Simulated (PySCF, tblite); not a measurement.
# C3H7FOSi: dynamics, then NMR shifts on frames, part 2 of 2

tblite 0.8.0 and PySCF 2.14.0. Atoms count from 0.

### 5 Shielding tensors: 625 fs, PBE0/pcSseg-1

The job: settings as JSON, then the geometry in Å.

```
{"job": {"kind": "nmr", "xc": "PBE0", "basis": "pcSseg-1", "pop": false}, "charge": 0, "multiplicity": 1}
F     -1.911000    -1.750000    -0.654900
C     -0.994100    -1.132700     0.130800
C     -1.711200    -0.089700     1.090300
O     -0.697200     0.745700     1.565000
Si     0.649900     0.809900     0.637700
C      0.107900    -0.430700    -0.615900
H     -0.605900    -1.878100     0.819500
H     -2.417500     0.455500     0.516700
H     -2.100400    -0.625800     1.975400
H      1.833700     0.321700     1.204400
H      0.791200     2.149600    -0.007600
H     -0.370200     0.084700    -1.472300
H      0.843700    -1.212400    -1.065100
```

Level: GIAO PBE0/pcSseg-1 NMR shielding, non-relativistic, gas phase.

What it wrote:

```text
coarse grid: 11400 points
cycle   1  E = -582.4650406650  dE =  8.291e-01  |g| = 7.646e-01  |ddm| = 3.167e+00
cycle   2  E = -582.3438759789  dE =  1.212e-01  |g| = 1.134e+00  |ddm| = 1.573e+00
cycle   3  E = -582.5650017481  dE = -2.211e-01  |g| = 1.021e-01  |ddm| = 1.091e+00
cycle   4  E = -582.5667399026  dE = -1.738e-03  |g| = 4.468e-02  |ddm| = 1.135e-01
cycle   5  E = -582.5671229839  dE = -3.831e-04  |g| = 6.306e-03  |ddm| = 3.593e-02
cycle   6  E = -582.5671274361  dE = -4.452e-06  |g| = 3.100e-03  |ddm| = 6.015e-03
final grid: 105968 points
cycle   7  E = -582.6195373718  dE = -2.367e-05  |g| = 9.523e-03  |ddm| = 1.933e-02
cycle   8  E = -582.6195162946  dE =  2.108e-05  |g| = 1.456e-02  |ddm| = 1.673e-02
cycle   9  E = -582.6195528172  dE = -3.652e-05  |g| = 7.310e-04  |ddm| = 1.084e-02
cycle  10  E = -582.6195529242  dE = -1.070e-07  |g| = 2.027e-04  |ddm| = 8.429e-04
cycle  11  E = -582.6195529337  dE = -9.518e-09  |g| = 3.426e-05  |ddm| = 2.045e-04
cycle  12  E = -582.6195529339  dE = -1.644e-10  |g| = 1.784e-05  |ddm| = 3.449e-05
converged SCF energy = -582.6195529339

GIAO shielding tensors (ppm)
atom      isotropic    diamagn.    paramagn.     s11        s22        s33       span
  0 F      392.878     470.586     -77.708    356.551    404.289    417.794     61.244
  1 C       92.022     245.771    -153.749     44.160     81.995    149.910    105.750
  2 C      112.035     247.212    -135.177     78.705    106.883    150.517     71.813
  3 O      324.253     396.310     -72.057    286.533    304.032    382.195     95.661
  4 Si     355.530     880.083    -524.553    292.058    333.852    440.680    148.622
  5 C      164.925     254.116     -89.191    144.597    161.156    189.021     44.424
  6 H       26.610      30.981      -4.371     23.998     26.677     29.154      5.157
  7 H       28.383      30.260      -1.877     24.474     27.518     33.158      8.683
  8 H       26.793      27.843      -1.049     22.548     25.928     31.904      9.356
  9 H       27.227      30.340      -3.113     23.645     24.842     33.194      9.549
 10 H       26.296      28.787      -2.491     23.121     23.934     31.833      8.712
 11 H       29.685      31.206      -1.521     26.611     27.488     34.955      8.345
 12 H       28.472      28.893      -0.421     24.649     25.922     34.847     10.198
```

Run time: 11 s. Hardware: 1 thread of Arm Neoverse V1, shared host; peak memory 0.78 GiB.

Key values: δ C1 94.9, C2 74.9, C5 22.0, F0 -221.9, H10 5.42, H6 5.11 ppm.

### 6 Nuclear shieldings: 800 fs, PBE0/pcSseg-1

The job: settings as JSON, then the geometry in Å.

```
{"job": {"kind": "nmr", "xc": "PBE0", "basis": "pcSseg-1", "pop": false}, "charge": 0, "multiplicity": 1}
F     -1.840400    -1.837100    -0.764300
C     -0.851900    -1.130100    -0.085500
C     -1.489400    -0.456600     1.126800
O     -0.778800     0.725300     1.410100
Si     0.493600     1.017400     0.431500
C     -0.249600    -0.071400    -0.928200
H     -0.117700    -1.852400     0.264500
H     -2.544100    -0.251100     0.842400
H     -1.417300    -1.146700     2.034200
H      1.780000     0.484300     0.886300
H      0.388800     2.499200     0.287500
H     -1.063800     0.375900    -1.503800
H      0.517600    -0.452000    -1.695700
```

With the program's defaults for keys left out, this is: GIAO PBE0/pcSseg-1 NMR shielding, non-relativistic, gas phase.

What it wrote:

```text
coarse grid: 11400 points
cycle   1  E = -582.4582616320  dE =  7.883e-01  |g| = 7.922e-01  |ddm| = 3.140e+00
cycle   2  E = -582.3095449197  dE =  1.487e-01  |g| = 1.216e+00  |ddm| = 1.811e+00
cycle   3  E = -582.5678045742  dE = -2.583e-01  |g| = 9.898e-02  |ddm| = 1.281e+00
cycle   4  E = -582.5693247733  dE = -1.520e-03  |g| = 4.924e-02  |ddm| = 1.164e-01
cycle   5  E = -582.5697992117  dE = -4.744e-04  |g| = 6.854e-03  |ddm| = 4.160e-02
cycle   6  E = -582.5698046705  dE = -5.459e-06  |g| = 3.145e-03  |ddm| = 6.363e-03
final grid: 105968 points
cycle   7  E = -582.6222644309  dE = -2.338e-05  |g| = 9.863e-03  |ddm| = 2.165e-02
cycle   8  E = -582.6222405406  dE =  2.389e-05  |g| = 1.530e-02  |ddm| = 1.830e-02
cycle   9  E = -582.6222810910  dE = -4.055e-05  |g| = 6.698e-04  |ddm| = 1.199e-02
cycle  10  E = -582.6222811750  dE = -8.406e-08  |g| = 2.266e-04  |ddm| = 8.416e-04
cycle  11  E = -582.6222811866  dE = -1.162e-08  |g| = 3.347e-05  |ddm| = 2.218e-04
cycle  12  E = -582.6222811868  dE = -1.917e-10  |g| = 1.468e-05  |ddm| = 3.619e-05
converged SCF energy = -582.6222811868

GIAO shielding tensors (ppm)
atom      isotropic    diamagn.    paramagn.     s11        s22        s33       span
  0 F      375.951     470.961     -95.010    332.368    372.306    423.179     90.811
  1 C       93.887     248.440    -154.552     46.799     81.991    152.871    106.072
  2 C      108.223     244.083    -135.859     76.782    100.879    147.009     70.227
  3 O      302.518     396.609     -94.091    254.725    283.202    369.627    114.902
  4 Si     347.921     879.387    -531.466    287.573    335.532    420.659    133.086
  5 C      161.821     253.859     -92.038    141.917    162.503    181.044     39.127
  6 H       26.472      31.283      -4.811     23.885     26.328     29.203      5.318
  7 H       27.296      28.165      -0.869     23.203     26.815     31.868      8.665
  8 H       26.213      26.895      -0.682     22.123     25.427     31.089      8.966
  9 H       26.506      29.351      -2.844     23.338     24.035     32.145      8.807
 10 H       25.944      28.354      -2.410     22.420     23.821     31.591      9.171
 11 H       29.768      31.024      -1.256     26.601     27.621     35.081      8.479
 12 H       29.025      29.454      -0.429     25.512     26.296     35.267      9.756
```

Wall time 11 s (1 thread of Arm Neoverse V1, shared host); peak memory 0.78 GiB.

Key values: δ C1 93.0, C2 78.7, C5 25.1, F0 -205.0, H10 5.77, H8 5.50 ppm.

### 7 Nuclear shieldings: 1000 fs, PBE0/pcSseg-1

The job: settings as JSON, then the geometry in Å.

```
{"job": {"kind": "nmr", "xc": "PBE0", "basis": "pcSseg-1", "pop": false}, "charge": 0, "multiplicity": 1}
F     -2.127100    -1.894300    -0.808600
C     -0.988100    -1.407700    -0.164000
C     -1.326900    -1.015500     1.268400
O     -0.614600     0.159700     1.662700
Si     0.102900     0.944100     0.467500
C     -0.334000    -0.287800    -0.931000
H     -0.326200    -2.251100     0.005800
H     -2.365100    -0.780500     1.406400
H     -1.059400    -1.799600     2.017900
H      1.535100     1.038400     0.740800
H     -0.471300     2.195000     0.231400
H     -1.110900     0.182600    -1.510800
H      0.493600    -0.667300    -1.534100
```

With the program's defaults for keys left out, this is: GIAO PBE0/pcSseg-1 NMR shielding, non-relativistic, gas phase.

What it wrote:

```text
coarse grid: 11400 points
cycle   1  E = -582.4588307461  dE =  8.271e-01  |g| = 7.884e-01  |ddm| = 3.182e+00
cycle   2  E = -582.3190427019  dE =  1.398e-01  |g| = 1.198e+00  |ddm| = 1.614e+00
cycle   3  E = -582.5653118253  dE = -2.463e-01  |g| = 9.796e-02  |ddm| = 1.114e+00
cycle   4  E = -582.5669190716  dE = -1.607e-03  |g| = 4.501e-02  |ddm| = 1.070e-01
cycle   5  E = -582.5673377650  dE = -4.187e-04  |g| = 6.646e-03  |ddm| = 3.715e-02
cycle   6  E = -582.5673430127  dE = -5.248e-06  |g| = 3.224e-03  |ddm| = 6.206e-03
cycle   7  E = -582.5673449116  dE = -1.899e-06  |g| = 3.187e-04  |ddm| = 2.565e-03
final grid: 105968 points
cycle   8  E = -582.6199931150  dE = -2.337e-05  |g| = 1.061e-02  |ddm| = 2.175e-02
cycle   9  E = -582.6199658165  dE =  2.730e-05  |g| = 1.629e-02  |ddm| = 1.772e-02
cycle  10  E = -582.6200145615  dE = -4.874e-05  |g| = 9.109e-04  |ddm| = 1.106e-02
cycle  11  E = -582.6200147265  dE = -1.651e-07  |g| = 2.272e-04  |ddm| = 1.008e-03
cycle  12  E = -582.6200147372  dE = -1.065e-08  |g| = 6.805e-05  |ddm| = 2.392e-04
cycle  13  E = -582.6200147378  dE = -5.930e-10  |g| = 2.796e-05  |ddm| = 5.384e-05
converged SCF energy = -582.6200147378

GIAO shielding tensors (ppm)
atom      isotropic    diamagn.    paramagn.     s11        s22        s33       span
  0 F      375.599     470.018     -94.419    341.998    374.724    410.073     68.074
  1 C       95.333     245.643    -150.310     47.489     80.984    157.525    110.037
  2 C      107.206     243.389    -136.184     65.002    104.142    152.472     87.470
  3 O      309.817     396.834     -87.017    252.988    274.557    401.906    148.918
  4 Si     350.548     880.493    -529.946    281.161    333.560    436.921    155.760
  5 C      169.018     254.541     -85.524    136.459    169.584    201.010     64.551
  6 H       26.235      30.185      -3.949     24.007     25.440     29.258      5.251
  7 H       27.603      28.538      -0.935     23.250     27.266     32.294      9.044
  8 H       26.591      27.340      -0.749     22.037     26.194     31.541      9.504
  9 H       26.679      29.708      -3.030     23.179     24.290     32.567      9.388
 10 H       27.293      30.669      -3.376     24.108     24.725     33.044      8.936
 11 H       30.163      31.118      -0.955     26.403     28.463     35.622      9.219
 12 H       29.656      30.798      -1.142     25.537     27.040     36.392     10.855
```

Run time: 11 s. Hardware: 1 thread of Arm Neoverse V1, shared host; peak memory 0.78 GiB.

This run: δ C1 91.6, C2 79.7, C5 17.9, F0 -204.7, H6 5.48, H8 5.13 ppm.

### 8 Comparing the runs: NMR shifts

Shifts (ppm) of some atoms, chosen among heavy atoms and hydrogens apart, with basis size and wall time:

```
  frame    C2    C5    H8   H12      F0    O3   Si4  functions  time
 250 fs  75.7  25.3  5.52  2.15  -215.7  29.9   5.0        144  11 s
 425 fs  73.7  12.9  3.82  0.94  -219.3  16.9   6.2        144  11 s
 625 fs  74.9  22.0  4.92  3.24  -221.9  11.8  -6.4        144  11 s
 800 fs  78.7  25.1  5.50  2.69  -205.0  33.6   1.2        144  11 s
1000 fs  79.7  17.9  5.13  2.06  -204.7  26.3  -1.4        144  11 s
```

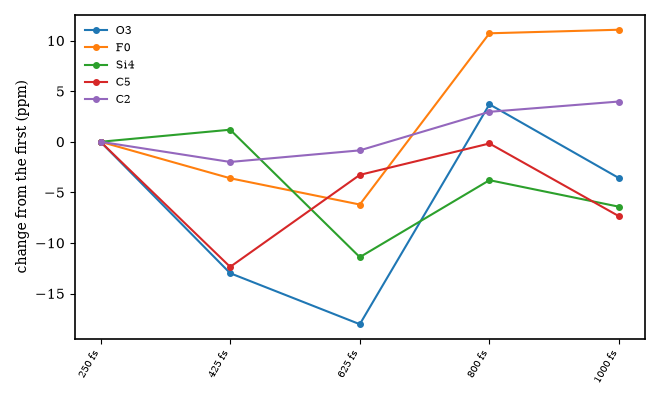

How five of the tabulated atoms move from run to run.

### 9 Outcome

The summary covers parts 1 to 2.

| quantity | value |
| --- | --- |
| thermostat | 200 K |
| mean temperature, second half | 176 K |
| mean potential energy above the minimum | 0.27 eV |
| 13C shifts against TMS (PBE0/pcSseg-1, 250 fs) | 90.1, 75.7, 25.3 ppm |
| 1H shifts against TMS (PBE0/pcSseg-1, 250 fs) | 5.73, 5.52, 5.44, 5.24, 4.15, 2.15, 1.89 ppm |
| 19F shifts against CFCl3 (PBE0/pcSseg-1, 250 fs) | -215.7 ppm |
| 17O shifts against H2O (PBE0/pcSseg-1, 250 fs) | 29.9 ppm |
| 29Si shifts against TMS (PBE0/pcSseg-1, 250 fs) | 5.0 ppm |
| range of the shift of O3 | 11.8 to 33.6 ppm |

What this shows: In the second half the potential energy averages 0.27 eV above the minimum; equipartition over 33 harmonic modes at 200 K would give 0.28 eV. With 13 atoms the temperature swings widely (108 to 284 K). Shifts at one fixed geometry are not the observed spectrum, which averages over the motion. In the first frame run (250 fs): Shielding is most anisotropic at O3 (span 139 ppm, paramagnetic term -90 ppm). In ppm, O3 moves most: its shift spreads over 21.7 ppm, from 11.8 (625 fs) to 33.6 (800 fs).
